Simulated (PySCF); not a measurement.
# C3H8O2Si: geometry relaxation (part 1 of 2)

C3H8O2Si, SMILES C=COCO[SiH3], computed with PBE0-D3(BJ)/def2-SVP geometry optimisation, gas phase (PySCF 2.14.0).

It belongs to a series of runs on one base structure; here: H on C replaced by OSiH3.

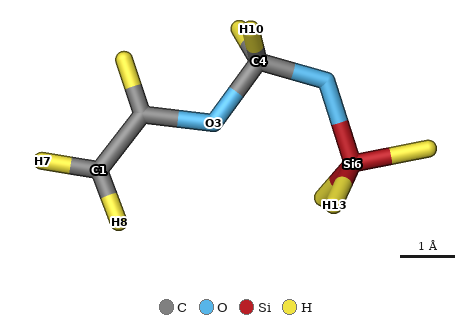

The structure as given in the input (stick view, seen at a tilt; atoms are numbered from 1 in the order of the input). Bond lengths as drawn: C–C 1.33 Å, C–H 1.04 to 1.12 Å, C–O 1.33 to 1.43 Å, H–Si 1.44 to 1.46 Å and O–Si 1.63 Å.

## Input file
```
{"job": {"xc": "PBE0", "basis": "def2-SVP", "d3": "d3bj", "grid": 1, "shake": 0.01, "kind": "geom"}, "charge": 0, "multiplicity": 1}
C     -2.390960    -0.654920     0.569380
C     -1.702010     0.364410     0.074920
O     -0.354630     0.360940     0.097920
C      0.354570     1.500130    -0.391640
O      1.656940     1.246910    -0.448290
Si     2.319830    -0.191820    -0.059180
H     -3.473450    -0.609410     0.526370
H     -1.922110    -1.478850     1.005970
H     -2.150760     1.249800    -0.357100
H      0.130140     2.362960     0.281680
H     -0.056940     1.740070    -1.392720
H      1.854640    -1.253300    -0.942770
H      2.035610    -0.554070     1.324130
H      3.691980     0.182080    -0.296440
```

The first line tells a small driver script what to run in PySCF; the rest is the geometry in Å.

Hardware: 1 CPU thread, shared host.

Launch command:
```bash
OMP_NUM_THREADS=1 python <driver script> task.json out
```

## The program's output
```
step   0  E = -558.33239044  max force = 0.046747
step   1  E = -558.34139167  max force = 0.014697
step   2  E = -558.34192237  max force = 0.003937
step   3  E = -558.34178186  max force = 0.005945
step   4  E = -558.34208795  max force = 0.002345
step   5  E = -558.34217245  max force = 0.000373
step   6  E = -558.34220564  max force = 0.000662
step   7  E = -558.34229802  max force = 0.001743
step   8  E = -558.34237863  max force = 0.002416
step   9  E = -558.34242527  max force = 0.001746
step  10  E = -558.34252978  max force = 0.001168
step  11  E = -558.34261920  max force = 0.001780
step  12  E = -558.34258192  max force = 0.003108
step  13  E = -558.34271366  max force = 0.001788
step  14  E = -558.34276529  max force = 0.000946
step  15  E = -558.34285848  max force = 0.001329
step  16  E = -558.34297276  max force = 0.001824
step  17  E = -558.34312211  max force = 0.001383
step  18  E = -558.34332920  max force = 0.001524
step  19  E = -558.34346264  max force = 0.001198
step  20  E = -558.34354583  max force = 0.002398
step  21  E = -558.34367789  max force = 0.002714
step  22  E = -558.34401421  max force = 0.003068
step  23  E = -558.34437371  max force = 0.005807
step  24  E = -558.34450840  max force = 0.005406
step  25  E = -558.34537143  max force = 0.005759
step  26  E = -558.34604760  max force = 0.004515
step  27  E = -558.34648304  max force = 0.002847
step  28  E = -558.34663209  max force = 0.001896
step  29  E = -558.34667458  max force = 0.001219
step  30  E = -558.34669433  max force = 0.000512
step  31  E = -558.34670288  max force = 0.000297
optimisation converged
```

## Trajectory as extended XYZ (Å, eV, eV/Å), 32 frames, from step=0 to step=31
```
14
Properties=species:S:1:pos:R:3:forces:R:3 step=0 energy=-15192.99820
C    -2.3910   -0.6549    0.5694   -1.2408   1.4375  -0.7133
C    -1.7020    0.3644    0.0749    0.7590  -0.1923   0.1660
O    -0.3546    0.3609    0.0979    0.7912   0.1613  -0.0756
C     0.3546    1.5001   -0.3916   -2.4038   0.6900   0.1218
O     1.6569    1.2469   -0.4483    0.2235   1.0053  -0.2697
Si    2.3198   -0.1918   -0.0592    0.2467  -0.7430   0.2152
H    -3.4735   -0.6094    0.5264   -0.2279  -0.0841   0.0303
H    -1.9221   -1.4788    1.0060    0.8986  -1.5466   0.7718
H    -2.1508    1.2498   -0.3571   -0.3374   0.3693  -0.2449
H     0.1301    2.3630    0.2817    0.1539  -0.1463  -0.1032
H    -0.0569    1.7401   -1.3927    0.0519   0.0720  -0.1075
H     1.8546   -1.2533   -0.9428   -0.0755  -0.5701  -0.4264
H     2.0356   -0.5541    1.3241    0.0650  -0.2230   0.6482
H     3.6920    0.1821   -0.2964    1.0957  -0.2298  -0.0129
14
Properties=species:S:1:pos:R:3:forces:R:3 step=1 energy=-15193.24314
C    -2.4290   -0.7088    0.3995    0.3044  -0.4225   0.2291
C    -1.7136    0.3139   -0.0609   -0.1251   0.2805  -0.0441
O    -0.3659    0.3591   -0.0075   -0.1823   0.0142  -0.0135
C     0.2621    1.5797   -0.3201    0.7557  -0.4693   0.2382
O     1.6212    1.3274   -0.3658   -0.0838  -0.0380  -0.0408
Si    2.3632   -0.1469    0.0220   -0.2124   0.3422  -0.0892
H    -3.5132   -0.7025    0.3196   -0.0815   0.0231  -0.0394
H    -1.9325   -1.5768    0.8639   -0.1797   0.2673  -0.1473
H    -2.1951    1.1940   -0.5147    0.0534  -0.0767  -0.0002
H     0.0499    2.3310    0.4648   -0.0713   0.0242   0.0071
H    -0.0890    1.9546   -1.2971   -0.0607   0.0288  -0.1140
H     1.9425   -1.2446   -0.8975   -0.0035  -0.0012   0.0555
H     2.1260   -0.5165    1.4480   -0.0258  -0.0503  -0.0218
H     3.8229    0.1006   -0.1680   -0.0873   0.0777  -0.0197
14
Properties=species:S:1:pos:R:3:forces:R:3 step=2 energy=-15193.25758
C    -2.4387   -0.6994    0.4066   -0.1601   0.0449  -0.0235
C    -1.7311    0.3288   -0.0583    0.0984  -0.2025   0.0569
O    -0.3831    0.3440    0.0131    0.1914   0.1549  -0.0416
C     0.2728    1.5496   -0.3024    0.1480   0.0199  -0.0331
O     1.6273    1.3210   -0.3649   -0.1851  -0.1466   0.0461
Si    2.3744   -0.1403    0.0146    0.0109   0.1211  -0.0222
H    -3.5224   -0.6906    0.2937   -0.0221  -0.0456   0.0366
H    -1.9541   -1.5552    0.8849   -0.0237   0.0651  -0.0377
H    -2.1988    1.1978   -0.5411    0.0386  -0.0163   0.0077
H     0.0530    2.3084    0.4747   -0.0079   0.0103   0.0096
H    -0.0857    1.9208   -1.2828   -0.0384   0.0312  -0.0077
H     1.9674   -1.2424   -0.9029   -0.0206  -0.0146   0.0208
H     2.1475   -0.5284    1.4372   -0.0260  -0.0284  -0.0106
H     3.8208    0.1501   -0.1866   -0.0034   0.0066  -0.0014
14
Properties=species:S:1:pos:R:3:forces:R:3 step=3 energy=-15193.25376
C    -2.4797   -0.6918    0.4117    0.2113   0.0605  -0.0078
C    -1.7073    0.2934   -0.0472   -0.0997   0.2222  -0.1797
O    -0.3587    0.3240    0.0311   -0.0233  -0.3057   0.1587
C     0.2805    1.5354   -0.2917   -0.1374   0.2232  -0.1155
O     1.6313    1.3280   -0.3685   -0.1152  -0.0626   0.0312
Si    2.3913   -0.1213    0.0028    0.1057  -0.0582   0.0259
H    -3.5606   -0.6479    0.2691    0.0661   0.0384  -0.0042
H    -2.0480   -1.5530    0.9177    0.0372  -0.1311   0.0765
H    -2.1443    1.1597   -0.5586   -0.0652   0.0541  -0.0333
H     0.0520    2.2927    0.4856    0.0181  -0.0066  -0.0009
H    -0.0971    1.9013   -1.2698   -0.0147   0.0069   0.0508
H     1.9927   -1.2268   -0.9135   -0.0103  -0.0148  -0.0066
H     2.1682   -0.5268    1.4210   -0.0069  -0.0044  -0.0007
H     3.8292    0.1975   -0.2037    0.0345  -0.0219   0.0056
14
Properties=species:S:1:pos:R:3:forces:R:3 step=4 energy=-15193.26209
C    -2.4562   -0.6940    0.4122    0.0513   0.0380  -0.0075
C    -1.7103    0.3060   -0.0554   -0.0482   0.0571  -0.0845
O    -0.3628    0.3342    0.0258    0.0016  -0.1142   0.0730
C     0.2776    1.5455   -0.2945   -0.0438   0.1206  -0.0717
O     1.6273    1.3259   -0.3661   -0.0617  -0.0315   0.0168
Si    2.3779   -0.1302    0.0063    0.0578  -0.0157   0.0121
H    -3.5382   -0.6700    0.2793    0.0267   0.0140   0.0026
H    -2.0025   -1.5475    0.9159    0.0233  -0.0605   0.0380
H    -2.1590    1.1684   -0.5652   -0.0242   0.0199  -0.0123
H     0.0516    2.3027    0.4835    0.0169  -0.0043   0.0049
H    -0.0961    1.9146   -1.2722   -0.0109   0.0059   0.0292
H     1.9738   -1.2319   -0.9125   -0.0057  -0.0110  -0.0041
H     2.1463   -0.5355    1.4232   -0.0041  -0.0043  -0.0007
H     3.8201    0.1759   -0.1942    0.0212  -0.0141   0.0042
14
Properties=species:S:1:pos:R:3:forces:R:3 step=5 energy=-15193.26439
C    -2.4459   -0.6923    0.4174   -0.0054   0.0082   0.0043
C    -1.7133    0.3075   -0.0703   -0.0023  -0.0042   0.0026
O    -0.3667    0.3408    0.0238    0.0033   0.0041  -0.0003
C     0.2754    1.5536   -0.2920    0.0068   0.0164   0.0083
O     1.6242    1.3252   -0.3610   -0.0100  -0.0192  -0.0092
Si    2.3734   -0.1353    0.0047    0.0053   0.0108  -0.0004
H    -3.5277   -0.6833    0.2856   -0.0002  -0.0032  -0.0062
H    -1.9811   -1.5305    0.9403    0.0025  -0.0012   0.0044
H    -2.1673    1.1585   -0.5956    0.0017  -0.0027  -0.0100
H     0.0543    2.3072    0.4908    0.0052  -0.0044   0.0024
H    -0.0976    1.9304   -1.2663   -0.0052  -0.0027   0.0040
H     1.9690   -1.2310   -0.9224   -0.0006  -0.0009  -0.0011
H     2.1336   -0.5506    1.4175   -0.0004  -0.0002   0.0002
H     3.8191    0.1640   -0.1864   -0.0007  -0.0009   0.0010
14
Properties=species:S:1:pos:R:3:forces:R:3 step=6 energy=-15193.26529
C    -2.4464   -0.6874    0.4228   -0.0171   0.0036   0.0069
C    -1.7124    0.3041   -0.0792    0.0085  -0.0288   0.0032
O    -0.3672    0.3432    0.0327   -0.0101   0.0340  -0.0001
C     0.2747    1.5566   -0.2820    0.0056  -0.0205   0.0148
O     1.6222    1.3248   -0.3575    0.0195   0.0018  -0.0116
Si    2.3735   -0.1367   -0.0005   -0.0090   0.0069  -0.0020
H    -3.5256   -0.6898    0.2716   -0.0056  -0.0032  -0.0004
H    -1.9849   -1.5087    0.9752   -0.0014   0.0082  -0.0051
H    -2.1618    1.1391   -0.6336    0.0069  -0.0055  -0.0072
H     0.0579    2.3079    0.5041    0.0083  -0.0049   0.0021
H    -0.1026    1.9361   -1.2534   -0.0051   0.0026  -0.0008
H     1.9662   -1.2285   -0.9312    0.0016   0.0022  -0.0008
H     2.1369   -0.5594    1.4107    0.0015   0.0022   0.0011
H     3.8189    0.1629   -0.1937   -0.0037   0.0014   0.0000
14
Properties=species:S:1:pos:R:3:forces:R:3 step=7 energy=-15193.26780
C    -2.4579   -0.6669    0.4399   -0.0287  -0.0111   0.0099
C    -1.7073    0.2857   -0.1103    0.0220  -0.0527   0.0118
O    -0.3695    0.3458    0.0651   -0.0167   0.0836   0.0002
C     0.2723    1.5607   -0.2460   -0.0195  -0.0896   0.0170
O     1.6168    1.3245   -0.3450    0.0766   0.0412  -0.0151
Si    2.3787   -0.1380   -0.0191   -0.0335  -0.0101  -0.0039
H    -3.5260   -0.7022    0.2274   -0.0127  -0.0039   0.0045
H    -2.0190   -1.4277    1.0900   -0.0082   0.0236  -0.0222
H    -2.1312    1.0618   -0.7627    0.0132  -0.0071   0.0022
H     0.0701    2.3038    0.5514    0.0103  -0.0050   0.0033
H    -0.1204    1.9510   -1.2068   -0.0043   0.0118  -0.0086
H     1.9633   -1.2172   -0.9617    0.0044   0.0077   0.0005
H     2.1582   -0.5856    1.3870    0.0043   0.0071   0.0025
H     3.8212    0.1685   -0.2233   -0.0073   0.0044  -0.0020
14
Properties=species:S:1:pos:R:3:forces:R:3 step=8 energy=-15193.27000
C    -2.4783   -0.6360    0.4576   -0.0200  -0.0190   0.0065
C    -1.6918    0.2526   -0.1465    0.0158  -0.0616  -0.0055
O    -0.3706    0.3494    0.1182   -0.0218   0.1021   0.0285
C     0.2693    1.5645   -0.1953   -0.0450  -0.1243   0.0018
O     1.6099    1.3268   -0.3315    0.1130   0.0796  -0.0185
Si    2.3833   -0.1366   -0.0458   -0.0449  -0.0315  -0.0008
H    -3.5237   -0.7212    0.1619   -0.0149   0.0034   0.0099
H    -2.0884   -1.3009    1.2322   -0.0076   0.0198  -0.0293
H    -2.0642    0.9342   -0.9247    0.0093   0.0005   0.0146
H     0.0901    2.2979    0.6158    0.0075  -0.0043   0.0015
H    -0.1486    1.9672   -1.1405    0.0021   0.0144  -0.0076
H     1.9489   -1.2016   -0.9964    0.0060   0.0079   0.0005
H     2.1933   -0.6086    1.3569    0.0069   0.0083   0.0025
H     3.8203    0.1764   -0.2759   -0.0064   0.0048  -0.0041
14
Properties=species:S:1:pos:R:3:forces:R:3 step=9 energy=-15193.27126
C    -2.4857   -0.6278    0.4597   -0.0071  -0.0178   0.0019
C    -1.6830    0.2389   -0.1547    0.0094  -0.0364  -0.0159
O    -0.3707    0.3545    0.1457   -0.0136   0.0711   0.0367
C     0.2692    1.5665   -0.1777   -0.0433  -0.0898  -0.0136
O     1.6091    1.3299   -0.3299    0.0804   0.0668  -0.0068
Si    2.3820   -0.1356   -0.0548   -0.0309  -0.0327  -0.0007
H    -3.5212   -0.7292    0.1353   -0.0080   0.0035   0.0064
H    -2.1181   -1.2594    1.2717   -0.0055   0.0118  -0.0192
H    -2.0328    0.8874   -0.9709    0.0045   0.0026   0.0157
H     0.1001    2.3006    0.6346    0.0098  -0.0015   0.0007
H    -0.1588    1.9695   -1.1183   -0.0005   0.0093  -0.0033
H     1.9335   -1.1982   -1.0014    0.0032   0.0043   0.0010
H     2.2093   -0.6075    1.3501    0.0050   0.0056   0.0011
H     3.8165    0.1746   -0.3032   -0.0034   0.0031  -0.0038
14
Properties=species:S:1:pos:R:3:forces:R:3 step=10 energy=-15193.27411
C    -2.4882   -0.6249    0.4546    0.0310  -0.0032  -0.0118
C    -1.6542    0.2124   -0.1591   -0.0083   0.0212  -0.0586
O    -0.3694    0.3861    0.2244   -0.0122  -0.0211   0.0600
C     0.2718    1.5821   -0.1434    0.0005   0.0416  -0.0518
O     1.6096    1.3423   -0.3345   -0.0293   0.0078   0.0255
Si    2.3620   -0.1361   -0.0711    0.0218  -0.0200  -0.0056
H    -3.4962   -0.7672    0.0644    0.0124   0.0031   0.0002
H    -2.1728   -1.1909    1.3326    0.0012  -0.0139   0.0220
H    -1.9530    0.7945   -1.0424   -0.0128   0.0085   0.0070
H     0.1338    2.3307    0.6607    0.0071   0.0022  -0.0002
H    -0.1810    1.9744   -1.0772   -0.0087  -0.0099   0.0145
H     1.8593   -1.1987   -0.9894   -0.0061  -0.0082   0.0022
H     2.2374   -0.5860    1.3458   -0.0020  -0.0050  -0.0023
H     3.7906    0.1453   -0.3793    0.0056  -0.0032  -0.0012
14
Properties=species:S:1:pos:R:3:forces:R:3 step=11 energy=-15193.27654
C    -2.4727   -0.6338    0.4472    0.0431   0.0026  -0.0141
C    -1.6279    0.1986   -0.1581   -0.0067   0.0381  -0.0717
O    -0.3715    0.4293    0.2871   -0.0187  -0.0489   0.0803
C     0.2749    1.6073   -0.1224    0.0317   0.0915  -0.0803
O     1.6087    1.3534   -0.3397   -0.0831  -0.0283   0.0417
Si    2.3319   -0.1414   -0.0800    0.0441  -0.0016  -0.0095
H    -3.4549   -0.8196    0.0121    0.0193   0.0037  -0.0045
H    -2.1915   -1.1515    1.3652    0.0024  -0.0207   0.0381
H    -1.8919    0.7325   -1.0816   -0.0183   0.0106  -0.0002
H     0.1645    2.3734    0.6688    0.0038  -0.0042   0.0013
H    -0.1950    1.9858   -1.0532   -0.0093  -0.0139   0.0204
H     1.7773   -1.2017   -0.9704   -0.0111  -0.0122   0.0026
H     2.2410   -0.5700    1.3459   -0.0052  -0.0109  -0.0039
H     3.7566    0.1021   -0.4350    0.0080  -0.0059  -0.0002
14
Properties=species:S:1:pos:R:3:forces:R:3 step=12 energy=-15193.27553
C    -2.4393   -0.6425    0.4477   -0.1533  -0.0027  -0.1161
C    -1.6292    0.2160   -0.1674    0.0588  -0.1559   0.1598
O    -0.3782    0.4506    0.2893    0.0202   0.1459  -0.0491
C     0.2739    1.6240   -0.1253    0.0596  -0.0178  -0.0373
O     1.6042    1.3517   -0.3363    0.0129   0.0224   0.0146
Si    2.3107   -0.1521   -0.0756   -0.0055   0.0098  -0.0131
H    -3.4188   -0.8543    0.0193   -0.0235  -0.0196   0.0232
H    -2.1339   -1.1551    1.3623    0.0076   0.0159  -0.0184
H    -1.9078    0.7498   -1.0870    0.0173   0.0030   0.0329
H     0.1678    2.3946    0.6619    0.0103   0.0029  -0.0016
H    -0.1924    1.9988   -1.0588   -0.0026   0.0018   0.0058
H     1.7432   -1.2061   -0.9665   -0.0012  -0.0030   0.0014
H     2.2091   -0.5827    1.3490    0.0027  -0.0046  -0.0013
H     3.7401    0.0715   -0.4264   -0.0032   0.0020  -0.0007
14
Properties=species:S:1:pos:R:3:forces:R:3 step=13 energy=-15193.27911
C    -2.4450   -0.6506    0.4420    0.0115  -0.0178   0.0180
C    -1.6226    0.2125   -0.1504    0.0271  -0.0317  -0.0321
O    -0.3734    0.4612    0.3050   -0.0920   0.0394   0.0533
C     0.2761    1.6306   -0.1270    0.0510  -0.0560  -0.0219
O     1.6044    1.3533   -0.3411    0.0379   0.0294   0.0075
Si    2.3104   -0.1506   -0.0765   -0.0205   0.0067  -0.0129
H    -3.4186   -0.8593   -0.0008   -0.0098   0.0074   0.0045
H    -2.1536   -1.1714    1.3570   -0.0043   0.0050  -0.0209
H    -1.8967    0.7506   -1.0686   -0.0032   0.0069   0.0095
H     0.1749    2.4101    0.6520    0.0095  -0.0025  -0.0014
H    -0.1956    1.9941   -1.0617   -0.0059   0.0035  -0.0021
H     1.7350   -1.2088   -0.9579    0.0017   0.0037   0.0008
H     2.2156   -0.5751    1.3503    0.0050   0.0006  -0.0008
H     3.7386    0.0675   -0.4363   -0.0080   0.0055  -0.0015
14
Properties=species:S:1:pos:R:3:forces:R:3 step=14 energy=-15193.28052
C    -2.4458   -0.6561    0.4384    0.0265  -0.0125   0.0202
C    -1.6230    0.2132   -0.1447    0.0155   0.0094  -0.0462
O    -0.3798    0.4725    0.3207   -0.0206   0.0251   0.0487
C     0.2782    1.6328   -0.1261   -0.0110  -0.0240  -0.0254
O     1.6060    1.3529   -0.3398    0.0069  -0.0081   0.0199
Si    2.3099   -0.1516   -0.0766   -0.0047  -0.0006  -0.0125
H    -3.4182   -0.8630   -0.0083    0.0023   0.0035  -0.0049
H    -2.1573   -1.1814    1.3512   -0.0043   0.0018  -0.0044
H    -1.8955    0.7547   -1.0613   -0.0052   0.0061   0.0032
H     0.1812    2.4215    0.6439    0.0071  -0.0061   0.0030
H    -0.1936    1.9883   -1.0640   -0.0083   0.0004   0.0003
H     1.7295   -1.2097   -0.9548   -0.0038   0.0032   0.0003
H     2.2218   -0.5758    1.3507    0.0005   0.0023  -0.0005
H     3.7360    0.0660   -0.4431   -0.0009  -0.0002  -0.0017
14
Properties=species:S:1:pos:R:3:forces:R:3 step=15 energy=-15193.28305
C    -2.4273   -0.6725    0.4300    0.0301   0.0009   0.0149
C    -1.6140    0.2192   -0.1326   -0.0029   0.0200  -0.0603
O    -0.3886    0.5110    0.3589    0.0225   0.0264   0.0478
C     0.2818    1.6507   -0.1237   -0.0683  -0.0235  -0.0162
O     1.6055    1.3536   -0.3372    0.0170  -0.0077   0.0168
Si    2.2907   -0.1590   -0.0761   -0.0007  -0.0135  -0.0083
H    -3.3878   -0.8950   -0.0345    0.0072   0.0013  -0.0060
H    -2.1447   -1.1976    1.3443   -0.0012  -0.0041   0.0093
H    -1.8836    0.7593   -1.0505   -0.0053   0.0031  -0.0042
H     0.1977    2.4597    0.6259    0.0092  -0.0054   0.0042
H    -0.1925    1.9858   -1.0678   -0.0083   0.0029   0.0055
H     1.6839   -1.2111   -0.9436   -0.0050   0.0012  -0.0016
H     2.2134   -0.5787    1.3531    0.0008   0.0040   0.0007
H     3.7148    0.0386   -0.4602    0.0051  -0.0058  -0.0026
14
Properties=species:S:1:pos:R:3:forces:R:3 step=16 energy=-15193.28616
C    -2.3963   -0.6898    0.4214    0.0135   0.0136  -0.0030
C    -1.5979    0.2255   -0.1246   -0.0230  -0.0039  -0.0489
O    -0.3995    0.5622    0.4024    0.0500   0.0392   0.0429
C     0.2855    1.6763   -0.1177   -0.0938  -0.0258  -0.0118
O     1.6038    1.3559   -0.3312    0.0301   0.0063   0.0069
Si    2.2591   -0.1704   -0.0760    0.0011  -0.0217  -0.0041
H    -3.3379   -0.9430   -0.0657    0.0085   0.0014  -0.0044
H    -2.1221   -1.2014    1.3456    0.0032  -0.0067   0.0173
H    -1.8606    0.7521   -1.0520    0.0002   0.0019  -0.0077
H     0.2184    2.5058    0.6103    0.0121  -0.0043   0.0052
H    -0.1912    1.9916   -1.0673   -0.0066   0.0076   0.0104
H     1.6133   -1.2091   -0.9317   -0.0043  -0.0017  -0.0016
H     2.1939   -0.5861    1.3547    0.0022   0.0035   0.0019
H     3.6810   -0.0054   -0.4823    0.0069  -0.0093  -0.0030
```
